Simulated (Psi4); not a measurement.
# BLYP/def2-SVP (core potential) run of InNH4 (SMILES [NH2][InH2])

What is the energy change on altering one bond length of InNH4 at BLYP/def2-SVP (core potential)? 

Program for the calculation: Psi4 1.11.

17 further runs of the same task are left out: 16 that didn't finish, 1 set aside as unsound or not needed.

## (1) The system as given

InNH4: 6 atoms, total charge 0, spin state singlet. SMILES: `[NH2][InH2]`. Geometry: relaxed at PBE0-D4/def2-TZVP.

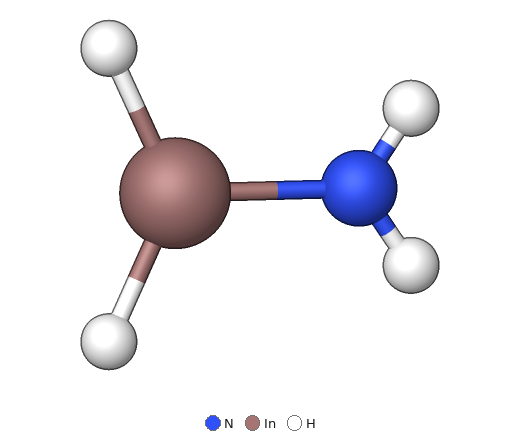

The structure, seen from a chosen angle (nitrogen blue, indium brown, hydrogen white).

## (2) Energy and forces at BLYP/def2-SVP (core potential)

File job.json:

```json
{
  "schema_name": "qcschema_input",
  "schema_version": 1,
  "molecule": {
    "schema_name": "qcschema_molecule",
    "schema_version": 2,
    "symbols": ["N", "In", "H", "H", "H", "H"],
    "geometry": [-0.17423275, -2.00405456, 0.06916398, 0.1800909, 1.76859468, -0.09127377, -1.13005622, -2.9345557, 1.42371966, 0.58940558, -3.20743215, -1.18920465, 1.9133477, 2.87332857, -2.5902476, -1.29899774, 3.38317668, 2.29053704],
    "molecular_charge": 0,
    "molecular_multiplicity": 1,
    "fix_symmetry": "c1"
  },
  "driver": "gradient",
  "model": {
    "method": "blyp",
    "basis": "def2-SVP"
  },
  "keywords": {
    "reference": "rks",
    "puream": true,
    "e_convergence": 1e-09,
    "d_convergence": 1e-08,
    "scf_type": "pk",
    "dft_radial_points": 99,
    "dft_spherical_points": 590,
    "scf_properties": ["DIPOLE", "WIBERG_LOWDIN_INDICES", "QUADRUPOLE"]
  }
}
```

On the command line:

```
$ psi4 --qcschema job.json -n 1 --memory 2200MB
```

stdout:

```text
[...]
    !!!  WARNING: ECP capability is in beta. Please check occupations closely.  !!!
[...]
  Running in c1 symmetry.
[...]
  Nuclear repulsion =   70.741603796292026
[...]
  Multiplicity = 1
[...]
  Nalpha       = 16
  Nbeta        = 16
[...]
    Number of basis functions: 60
[...]
   @RKS iter   1:  -246.67914876429629   -6.44807e-01   1.65358e-02 ADIIS/DIIS
[...]
   @RKS iter  12:  -247.14223442547819   -1.25056e-12   4.04132e-09 DIIS
[...]
    Orbital Energies [Eh]
    ---------------------
    Doubly Occupied:
       1A    -13.991925     2A     -4.469889     3A     -2.914670
       4A     -2.905829     5A     -2.905294     6A     -0.734641
       7A     -0.677867     8A     -0.671310     9A     -0.671025
      10A     -0.670950    11A     -0.658685    12A     -0.411313
      13A     -0.385218    14A     -0.275609    15A     -0.250804
      16A     -0.197197
[...]
  @RKS Final Energy:  -247.14223442547819
   => Energetics <=
    Nuclear Repulsion Energy =             70.7416037962920257
    One-Electron Energy =                -552.4908520311522580
    Two-Electron Energy =                 259.6155086851756550
    DFT Exchange-Correlation Energy =     -25.0084948757935770
    Empirical Dispersion Energy =           0.0000000000000000
    VV10 Nonlocal Energy =                  0.0000000000000000
    Total Energy =                       -247.1422344254781933
[...]
 Multipole Moments:
 ------------------------------------------------------------------------------------
     Multipole            Electronic (a.u.)      Nuclear  (a.u.)        Total (a.u.)
 ------------------------------------------------------------------------------------
 L = 1.  Multiply by 2.5417464519 to convert [e a0] to [Debye]
 Dipole X            :          1.7390088           -1.7757233           -0.0367146
 Dipole Y            :         18.5488519          -18.9634003           -0.4145484
 Dipole Z            :         -0.7900156            0.8094175            0.0194018
 Magnitude           :                                                    0.4166231
 L = 2.  Multiply by 1.3450342976 to convert [e a0^2] to [Debye ang]
 Quadrupole XX       :        -31.1610254            7.7477075          -23.4133179
 Quadrupole XY       :        -10.6350107           10.8005667            0.1655560
[...]
  -Total Gradient:
     Atom            X                  Y                   Z
    ------   -----------------  -----------------  -----------------
       1       -0.000101972091    -0.001279865868     0.000122735682
       2       -0.001137333453    -0.011810378708     0.000528254575
       3        0.007458192211     0.007788998721    -0.010497622354
       4       -0.005819213675     0.009853021314     0.009672129502
       5       -0.003291491691    -0.001778350649     0.004786129419
       6        0.002892094245    -0.002770800050    -0.004611712307
[...]
```

The result, in JSON:

```text
{
 "driver": "gradient",
 "model": {
  "method": "blyp",
  "basis": "def2-SVP"
 },
 "success": true,
 "return_result": [-0.00010197209136973695, -0.0012798658681075492, 0.00012273568167208045, -0.0011373334534972804, -0.011810378707734909, 0.0005282545754136309, 0.007458192210776288, 0.007788998721455553, -0.01049762235405352, -0.0058192136746747225, 0.0098530213136791, 0.009672129501502286, -0.0032914916905551622, -0.0017783506489199921, 0.004786129418935761, 0.002892094245394765, -0.0027708000499363367, -0.004611712307145799],
 "properties": {
  "calcinfo_nbasis": 60,
  "calcinfo_nmo": 60,
  "calcinfo_nalpha": 16,
  "calcinfo_nbeta": 16,
  "calcinfo_natom": 6,
  "nuclear_repulsion_energy": 70.74160379629203,
  "return_energy": -247.1422344254782,
  "return_gradient": [-0.00010197209136973695, -0.0012798658681075492, 0.00012273568167208045, -0.0011373334534972804, -0.011810378707734909, 0.0005282545754136309, 0.007458192210776288, 0.007788998721455553, -0.01049762235405352, -0.0058192136746747225, 0.0098530213136791, 0.009672129501502286, -0.0032914916905551622, -0.0017783506489199921, 0.004786129418935761, 0.002892094245394765, -0.0027708000499363367, -0.004611712307145799],
  "scf_one_electron_energy": -552.4908520311523,
  "scf_two_electron_energy": 259.61550868517566,
  "scf_xc_energy": -25.008494875793577,
  "scf_dipole_moment": [-0.03671457341354145, -0.41454841824490885, 0.019401827949289574],
  "scf_total_energy": -247.1422344254782,
  "scf_total_gradient": [-0.00010197209136973695, -0.0012798658681075492, 0.00012273568167208045, -0.0011373334534972804, -0.011810378707734909, 0.0005282545754136309, 0.007458192210776288, 0.007788998721455553, -0.01049762235405352, -0.0058192136746747225, 0.0098530213136791, 0.009672129501502286, -0.0032914916905551622, -0.0017783506489199921, 0.004786129418935761, 0.002892094245394765, -0.0027708000499363367, -0.004611712307145799],
  "scf_iterations": 12
 }
}
```

Run time: 14 s. Hardware: 1 thread of Intel Xeon Platinum 8259CL at 2.50GHz (Skylake/Cascade Lake), shared host; peak memory 0.76 GiB.

## (3) The distorted shape

File input.inp:

```
memory 2.2 GB

molecule {
  0 1
  N
  In 1 R2
  H 1 R3 2 A3
  H 1 R4 3 A4 2 D4
  H 2 R5 1 A5 3 D5
  H 2 R6 5 A6 1 D6

  R2 = 2.006982
  R3 = 1.006029
  A3 = 124.33148
  R4 = 1.157
  A4 = 111.3292
  D4 = 179.68137
  R5 = 1.712237
  A5 = 114.98243
  D5 = 179.83438
  R6 = 1.712083
  A6 = 130.02136
  D6 = -179.95697
  symmetry c1
}

set basis def2-SVP
set reference rks
set puream true
set e_convergence 1e-09
set d_convergence 1e-08
set scf_type pk
set dft_radial_points 99
set dft_spherical_points 590

e_tot, wfn = gradient("blyp", return_wfn=True)
oeprop(wfn, "WIBERG_LOWDIN_INDICES", "LOWDIN_CHARGES", "MULLIKEN_CHARGES")
```

On the command line:

```
$ psi4 -i input.inp -o input.out -n 1
```

input.out, shortened:

```text
[...]
  Running in c1 symmetry.
[...]
  Nuclear repulsion =   70.056172240379539
[...]
  Multiplicity = 1
[...]
  Nalpha       = 16
  Nbeta        = 16
[...]
    Number of basis functions: 60
[...]
   @RKS iter   1:  -246.71048051364065   -6.45267e-01   1.56156e-02 DIIS/ADIIS
[...]
   @RKS iter  12:  -247.13182080767595   -5.94014e-12   5.76056e-09 DIIS
[...]
  @RKS Final Energy:  -247.13182080767595
   => Energetics <=
    Nuclear Repulsion Energy =             70.0561722403795386
    One-Electron Energy =                -551.1964060028346921
    Two-Electron Energy =                 258.9624455661495404
    DFT Exchange-Correlation Energy =     -24.9540326113703053
    Empirical Dispersion Energy =           0.0000000000000000
    VV10 Nonlocal Energy =                  0.0000000000000000
    Total Energy =                       -247.1318208076759504
[...]
 Multipole Moments:
 ------------------------------------------------------------------------------------
     Multipole            Electronic (a.u.)      Nuclear  (a.u.)        Total (a.u.)
 ------------------------------------------------------------------------------------
 L = 1.  Multiply by 2.5417464519 to convert [e a0] to [Debye]
 Dipole X            :          0.0042847           -0.0071704           -0.0028857
 Dipole Y            :          0.1689436           -0.1787502           -0.0098066
 Dipole Z            :         18.7648617          -19.1853791           -0.4205173
 Magnitude           :                                                    0.4206416
[...]
  -Total Gradient:
     Atom            X                  Y                   Z
    ------   -----------------  -----------------  -----------------
       1        0.000361168998     0.071629412485     0.043397274203
       2        0.000019201403     0.001093646029    -0.012085920407
       3        0.000011717730    -0.010795041571     0.012292701933
       4       -0.000376381040    -0.061733698726    -0.039310972338
       5        0.000010253257     0.005618120144    -0.002243379376
       6       -0.000026025085    -0.005813226497    -0.002046653816
[...]
  Mulliken Charges: (a.u.)
   Center  Symbol    Alpha    Beta     Spin     Total
       1     N     3.68727  3.68727  0.00000 -0.37455
       2    IN    10.34226 10.34226  0.00000  0.31549
       3     H     0.44600  0.44600  0.00000  0.10800
[...]
```

Run time: 14 s. Hardware: 1 thread of Intel Xeon Platinum 8259CL at 2.50GHz (Skylake/Cascade Lake), shared host; peak memory 0.76 GiB.

## (4) Outcome

At BLYP/def2-SVP (core potential):

| quantity | value |
| --- | --- |
| first shape: total energy | -247.14223 Eh |
| first shape: dipole moment | 1.06 D |
| first shape: HOMO energy | -5.37 eV |
| first shape: LUMO energy | -1.58 eV |
| first shape: HOMO–LUMO gap | 3.79 eV |
| first shape: largest force on an atom | 0.774 eV/Å |
| distorted shape: total energy | -247.13182 Eh |
| distorted shape: dipole moment | 1.07 D |
| distorted shape: HOMO energy | -5.32 eV |
| distorted shape: LUMO energy | -1.56 eV |
| distorted shape: HOMO–LUMO gap | 3.75 eV |
| distorted shape: largest force on an atom | 4.307 eV/Å |
| energy change with the N1–H4 bond stretched from 1.006 to 1.157 Å | 0.283 eV |

What this shows: With the N1–H4 bond stretched from 1.006 to 1.157 Å the energy rises by 0.28 eV (6.5 kcal/mol). The first shape isn't relaxed at this level, so the change isn't measured from a minimum. The largest force (first shape) is 0.77 eV/Å: the shape isn't a stationary point for this species at this level.
